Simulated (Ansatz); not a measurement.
# Profile along the B–B line in RuB2 (space group Pmmn)

RuB₂ (space group Pmmn)

```
CELL_PARAMETERS angstrom
      2.83048     0.00000     0.00000
      0.00000     4.59779     0.00000
      0.00000     0.00000     4.00003
ATOMIC_POSITIONS crystal
  B  0.00000 0.80416 0.36289
  B  0.00000 0.19584 0.36289
  B  0.50000 0.69584 0.63711
  B  0.50000 0.30416 0.63711
  Ru 0.00000 0.00000 0.84890
  Ru 0.50000 0.50000 0.15110
```

Fields along a shortest B–B line of a (001) plane (1.80 Å), from B to B, interpolated on the slice's grid (step about 0.2 Å). The numbers are results of LDA (plane waves to 420 eV, PAW, scalar-relativistic; Ansatz, an electronic-structure program), not measurements. k mesh 16×10×12. Inside the PAW spheres the values are not all-electron values, and peaks at nuclei hang on which shells count as valence. RuB2 is run without spin polarisation. RuB2 was relaxed with its symmetry unable to fall.

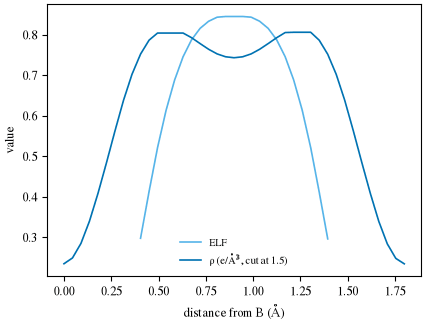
ELF (away from the nuclei) and valence density from B to B.

Density on the B–B line (1.80 Å) at its midpoint: 0.74 e/Å³. ELF at that point: 0.8. ELF maximum in the middle third of the B–B line: 0.84, 0.9 Å from B.
